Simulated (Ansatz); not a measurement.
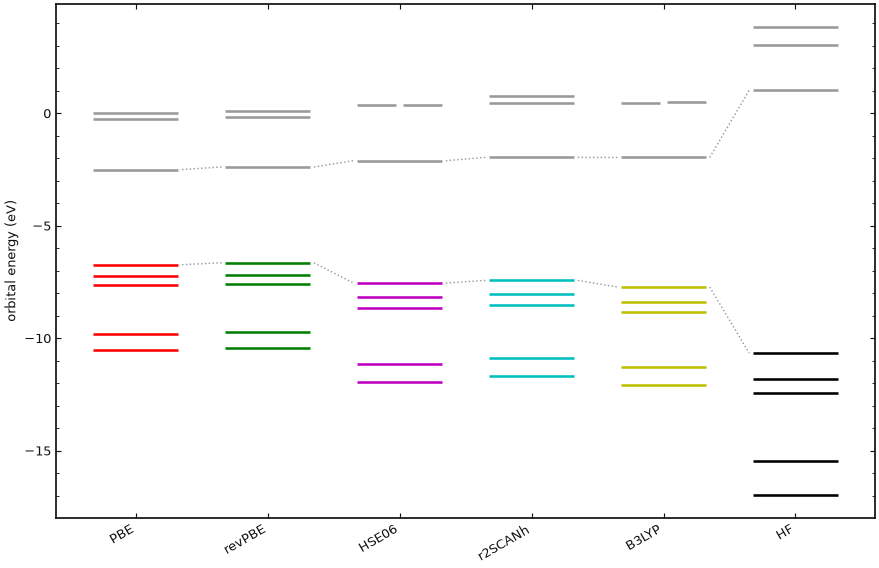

Frontier orbital energies of C₂H₃AlF₂, SMILES FC(F)=[CH][AlH2], singlet at one geometry, def2-TZVPP, the Ansatz code 0.2.0, at a PBE0-D4/def2-TZVP geometry (a minimum by its frequencies). Empty levels are grey, levels within 0.1 eV stand side by side; all columns show the same few orbitals around the gap. Dotted lines join the HOMOs and the LUMOs.

> How do the frontier levels move from column to column?

The separation grows from 4.23 eV (PBE) to 11.70 eV (HF).

```
  level  HOMO (eV)  LUMO (eV)  separation (eV)
    PBE      −6.73      −2.51             4.23
 revPBE      −6.65      −2.39             4.26
  HSE06      −7.55      −2.11             5.44
r2SCANh      −7.43      −1.96             5.47
  B3LYP      −7.73      −1.97             5.76
     HF     −10.67       1.03            11.70
```

Caveats, for all or some of the runs: empty levels above zero depend strongly on the basis.
